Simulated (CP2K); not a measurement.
# GeH3O2F (SMILES [OH][GeH]([OH])[F]) at PBE0/TZV2P-MOLOPT-PBE0-GTH (core potential)

Aim: the energy change on altering one bond length of GeH3O2F at PBE0/TZV2P-MOLOPT-PBE0-GTH (core potential), from 2 runs. 

The calculation is run with CP2K 2026.2.

## Step 1: Starting point

GeH3O2F has 7 atoms, charge 0, and is taken as a singlet. SMILES: `[OH][GeH]([OH])[F]`. Geometry: relaxed at PBE0-D4/def2-TZVP. This is one conformer, not always the lowest.

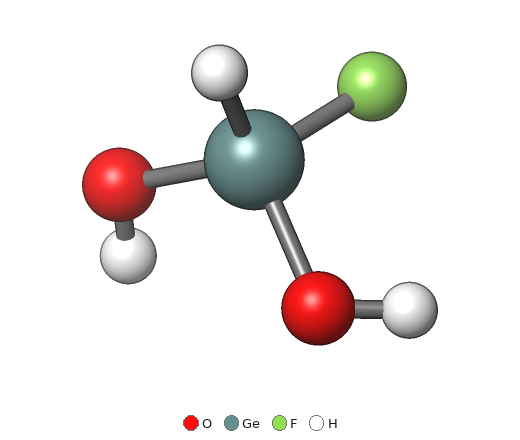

The structure, seen from a chosen angle (oxygen red, germanium teal, fluorine green, hydrogen white).

## Step 2: The energy at PBE0/TZV2P-MOLOPT-PBE0-GTH (core potential)

job.inp

```
&GLOBAL
    PROJECT_NAME job
    RUN_TYPE ENERGY
    PRINT_LEVEL MEDIUM
&END GLOBAL

&FORCE_EVAL
    METHOD Quickstep
    &DFT
        BASIS_SET_FILE_NAME BASIS_MOLOPT_UZH
        BASIS_SET_FILE_NAME BASIS_ADMM_UZH
        POTENTIAL_FILE_NAME POTENTIAL_UZH
        CHARGE 0
        MULTIPLICITY 1
        &QS
            METHOD GPW
            EPS_DEFAULT 1.0E-10
        &END QS
        &MGRID
            CUTOFF 400
            REL_CUTOFF 50
            NGRIDS 4
        &END MGRID
        &POISSON
            PERIODIC NONE
            POISSON_SOLVER MULTIPOLE
        &END POISSON
        &SCF
            SCF_GUESS ATOMIC
            EPS_SCF 1.0E-06
            MAX_SCF 40
            &OT ON
                MINIMIZER DIIS
                PRECONDITIONER FULL_ALL
            &END OT
            &OUTER_SCF
                EPS_SCF 1.0E-06
                MAX_SCF 5
            &END OUTER_SCF
        &END SCF
        &XC
            &XC_FUNCTIONAL
                &PBE
                    SCALE_X 0.75
                    SCALE_C 1.0
                &END PBE
            &END XC_FUNCTIONAL
            &HF
                FRACTION 0.25
                &SCREENING
                    EPS_SCHWARZ 1.0E-09
                    SCREEN_ON_INITIAL_P F
                &END SCREENING
                &INTERACTION_POTENTIAL
                    POTENTIAL_TYPE COULOMB
                &END INTERACTION_POTENTIAL
                &MEMORY
                    MAX_MEMORY 1050
                &END MEMORY
            &END HF
        &END XC
        &AUXILIARY_DENSITY_MATRIX_METHOD
            ADMM_TYPE ADMMS
            EXCH_CORRECTION_FUNC PBEX
        &END AUXILIARY_DENSITY_MATRIX_METHOD
        &PRINT
            &MOMENTS
                PERIODIC F
                REFERENCE COM
                MAX_MOMENT 1
            &END MOMENTS
            &MO_CUBES
                NLUMO 1
                NHOMO -1
                WRITE_CUBE F
            &END MO_CUBES
            &HIRSHFELD OFF
            &END HIRSHFELD
        &END PRINT
    &END DFT
    &SUBSYS
        &CELL
            ABC [angstrom] 10.1 9.4 10.1
            PERIODIC NONE
        &END CELL
        &COORD
            O     -0.352900     1.140300    -0.859300
            Ge    -0.107500    -0.026800     0.432400
            O      1.518200    -0.656000     0.307600
            F     -1.260300    -1.284500     0.113200
            H     -1.209200     1.041800    -1.283900
            H     -0.331400     0.485800     1.847500
            H      1.804400    -0.768700    -0.603100
        &END COORD
        &TOPOLOGY
            &CENTER_COORDINATES
            &END CENTER_COORDINATES
        &END TOPOLOGY
        &KIND O
            BASIS_SET ORB TZV2P-MOLOPT-PBE0-GTH-q6
            BASIS_SET AUX_FIT admm-tzp-q6
            POTENTIAL GTH-PBE0-q6
        &END KIND
        &KIND Ge
            BASIS_SET ORB TZV2P-MOLOPT-PBE0-GTH-q4
            BASIS_SET AUX_FIT admm-tzp-q4
            POTENTIAL GTH-PBE0-q4
        &END KIND
        &KIND F
            BASIS_SET ORB TZV2P-MOLOPT-PBE0-GTH-q7
            BASIS_SET AUX_FIT admm-tzp-q7
            POTENTIAL GTH-PBE0-q7
        &END KIND
        &KIND H
            BASIS_SET ORB TZV2P-MOLOPT-PBE0-GTH-q1
            BASIS_SET AUX_FIT admm-tzp-q1
            POTENTIAL GTH-PBE0-q1
        &END KIND
    &END SUBSYS
&END FORCE_EVAL
```

Run with:

```bash
$ OMP_NUM_THREADS=1 cp2k.psmp -i job.inp -o job.out
```

The program printed:

```text
CP2K| version string:                                       CP2K version 2026.2
[...]
 GLOBAL| Method name                                                        CP2K
[...]
 GLOBAL| Run type                                                         ENERGY
[...]
 DFT| Spin restricted Kohn-Sham (RKS) calculation                            RKS
 DFT| Multiplicity                                                             1
[...]
 DFT| Charge                                                                   0
[...]
 FUNCTIONAL| PBE:
 QS| Method:                                                                 GPW
[...]
 QS| Density cutoff [a.u.]:                                                200.0
[...]
 QS| Relative density cutoff [a.u.]:                                        25.0
[...]
                             - Atoms:                                          7
[...]
                             - Spherical basis functions:                    158
[...]
 Number of electrons:                                                         26
[...]
     1 OT DIIS     0.15E+00    5.7     0.14969078       -58.9942359346 -5.90E+01
[...]
    35 OT DIIS     0.15E+00    4.2     0.00000094       -61.9776161670 -3.75E-10
  *** SCF run converged in    35 steps ***
[...]
  Overlap energy of the core charge distribution:               0.00000101315239
  Self energy of the core charge distribution:               -160.61558634820651
  Core Hamiltonian energy:                                     45.22748213064533
  Hartree energy:                                              67.30971689105802
  Exchange-correlation energy:                                -10.68081477340779
  Hartree-Fock Exchange energy:                                -3.21841508022564
  Total energy:                                               -61.97761616698419
[...]
                     Mulliken Population Analysis
 #  Atom  Element  Kind  Atomic population                           Net charge
       1     O        1          6.532066                             -0.532066
       2     Ge       2          2.694155                              1.305845
       3     O        1          6.525963                             -0.525963
       4     F        3          7.521069                             -0.521069
       5     H        4          0.853755                              0.146245
       6     H        4          1.017324                             -0.017324
       7     H        4          0.855668                              0.144332
 # Total charge                             26.000000                  0.000000
[...]
  Dipole moment [Debye]
    X= -0.4207678E+00 Y=  0.9598159E+00 Z= -0.3743739E+00  Total=      1.1128557
[...]
 WARNING : did not converge in ot_eigensolver
 number of iterations          299  exceeded maximum
 current gradient / target gradient   1.3764111745272597E-003  /    1.0000000000000001E-005
[...]
 HOMO - LUMO gap [eV] :    9.491216
 ENERGY| Total FORCE_EVAL ( QS ) energy [hartree]            -61.977616166984191
[...]
```

It took 2.5 min on 1 thread of Intel Xeon at 2.70GHz, shared host; peak memory 0.97 GiB.

## Step 3: The distorted shape at the same level

mol.inp

```
&FORCE_EVAL
 METHOD QS
 &DFT
  BASIS_SET_FILE_NAME BASIS_MOLOPT_UZH
  BASIS_SET_FILE_NAME BASIS_ADMM_UZH
  POTENTIAL_FILE_NAME POTENTIAL_UZH
  &QS
   METHOD GPW
   EPS_DEFAULT 1.0E-10
  &END QS
  &MGRID
   CUTOFF 400
   REL_CUTOFF 50
   NGRIDS 4
  &END MGRID
  &POISSON
   PERIODIC NONE
   POISSON_SOLVER MULTIPOLE
  &END POISSON
  &SCF
   SCF_GUESS ATOMIC
   EPS_SCF 1.0E-06
   MAX_SCF 30
   &OT
    MINIMIZER CG
    PRECONDITIONER FULL_ALL
   &END OT
   &OUTER_SCF
    EPS_SCF 1.0E-06
    MAX_SCF 10
   &END OUTER_SCF
  &END SCF
  &XC
   &XC_FUNCTIONAL
    &PBE
     SCALE_X 0.75
     SCALE_C 1.0
    &END PBE
   &END XC_FUNCTIONAL
   &HF
    FRACTION 0.25
    &SCREENING
     EPS_SCHWARZ 1.0E-09
    &END SCREENING
    &MEMORY
     MAX_MEMORY 1050
    &END MEMORY
   &END HF
  &END XC
  &AUXILIARY_DENSITY_MATRIX_METHOD
   ADMM_TYPE ADMMS
   EXCH_CORRECTION_FUNC PBEX
  &END AUXILIARY_DENSITY_MATRIX_METHOD
  &PRINT
   &MOMENTS
    PERIODIC F
    REFERENCE COM
    MAX_MOMENT 1
   &END MOMENTS
   &MO_CUBES
    NLUMO 5
    NHOMO -1
    WRITE_CUBE F
   &END MO_CUBES
   &HIRSHFELD OFF
   &END HIRSHFELD
  &END PRINT
 &END DFT
 &SUBSYS
  &CELL
   ABC 11 10.4 10.1
   PERIODIC NONE
  &END CELL
  &COORD
   UNIT bohr
   O      1.0759534     4.0562820    -1.1412661
   Ge     1.5396922     1.8507826     1.2996932
   O      4.6118199     0.6617670     1.0638553
   F     -2.3816218    -2.4273532     0.2139170
   H     -0.5422191     3.8701440    -1.9436438
   H      1.1165825     2.8194563     3.9738446
   H      5.1526595     0.4487948    -0.6571182
  &END COORD
  &TOPOLOGY
   &CENTER_COORDINATES
   &END CENTER_COORDINATES
  &END TOPOLOGY
  &KIND O
   BASIS_SET ORB TZV2P-MOLOPT-PBE0-GTH-q6
   BASIS_SET AUX_FIT admm-tzp-q6
   POTENTIAL GTH-PBE0-q6
  &END KIND
  &KIND Ge
   BASIS_SET ORB TZV2P-MOLOPT-PBE0-GTH-q4
   BASIS_SET AUX_FIT admm-tzp-q4
   POTENTIAL GTH-PBE0-q4
  &END KIND
  &KIND F
   BASIS_SET ORB TZV2P-MOLOPT-PBE0-GTH-q7
   BASIS_SET AUX_FIT admm-tzp-q7
   POTENTIAL GTH-PBE0-q7
  &END KIND
  &KIND H
   BASIS_SET ORB TZV2P-MOLOPT-PBE0-GTH-q1
   BASIS_SET AUX_FIT admm-tzp-q1
   POTENTIAL GTH-PBE0-q1
  &END KIND
 &END SUBSYS
&END FORCE_EVAL

&GLOBAL
 PROJECT_NAME mol
 RUN_TYPE ENERGY
 PRINT_LEVEL MEDIUM
&END GLOBAL
```

Run with:

```bash
$ OMP_NUM_THREADS=1 cp2k.psmp mol.inp > mol.out
```

The program printed, cut to the lines that bear on the results:

```text
CP2K| version string:                                       CP2K version 2026.2
[...]
 GLOBAL| Method name                                                        CP2K
[...]
 GLOBAL| Run type                                                         ENERGY
[...]
 DFT| Spin restricted Kohn-Sham (RKS) calculation                            RKS
 DFT| Multiplicity                                                             1
[...]
 DFT| Charge                                                                   0
[...]
 FUNCTIONAL| PBE:
 QS| Method:                                                                 GPW
[...]
 QS| Density cutoff [a.u.]:                                                200.0
[...]
 QS| Relative density cutoff [a.u.]:                                        25.0
[...]
                             - Atoms:                                          7
[...]
                             - Spherical basis functions:                    158
[...]
 Number of electrons:                                                         26
[...]
     1 OT CG       0.15E+00   10.4     0.14056173       -59.3799763356 -5.94E+01
[...]
     7 OT CG       0.13E+00    8.0     0.00000068       -61.8189599128 -6.99E-10
  *** SCF run converged in     7 steps ***
[...]
  Overlap energy of the core charge distribution:               0.00000092523103
  Self energy of the core charge distribution:               -160.61558634820651
  Core Hamiltonian energy:                                     44.83904393782946
  Hartree energy:                                              67.67014415639525
  Exchange-correlation energy:                                -10.55216641417602
  Hartree-Fock Exchange energy:                                -3.16039616987247
  Total energy:                                               -61.81895991279924
[...]
                     Mulliken Population Analysis
 #  Atom  Element  Kind  Atomic population                           Net charge
       1     O        1          6.466088                             -0.466088
       2     Ge       2          2.854291                              1.145709
       3     O        1          6.455372                             -0.455372
[...]
  Dipole moment [Debye]
    X=  0.3798185E+01 Y=  0.5529773E+01 Z=  0.4431665E+00  Total=      6.7231687
[...]
 HOMO - LUMO gap [eV] :    3.079893
 ENERGY| Total FORCE_EVAL ( QS ) energy [hartree]            -61.818959912799244
[...]
```

Run time: 5.7 min. Hardware: 1 thread of Intel Xeon at 2.70GHz, shared host; peak memory 1.1 GiB.

## Step 4: Outcome

At PBE0/TZV2P-MOLOPT-PBE0-GTH (core potential):

```
                                                          quantity         value
                                         first shape: total energy  -61.97762 Eh
                                        first shape: dipole moment        1.11 D
                                          first shape: HOMO energy      -9.41 eV
                                          first shape: LUMO energy       0.08 eV
                                        first shape: HOMO–LUMO gap       9.49 eV
                                     distorted shape: total energy  -61.81896 Eh
                                    distorted shape: dipole moment        6.72 D
                                      distorted shape: HOMO energy      -7.58 eV
                                      distorted shape: LUMO energy      -4.50 eV
                                    distorted shape: HOMO–LUMO gap       3.08 eV
energy change with the Ge2–F4 bond stretched from 1.736 to 3.124 Å      4.317 eV
```

In words: One bond (distorted shape) is far stretched, which a spin-restricted single reference describes badly; a broken-symmetry solution may lie lower. With the Ge2–F4 bond stretched from 1.736 to 3.124 Å the energy rises by 4.32 eV (100 kcal/mol). A restricted reference can't describe the breaking bond well at this length.
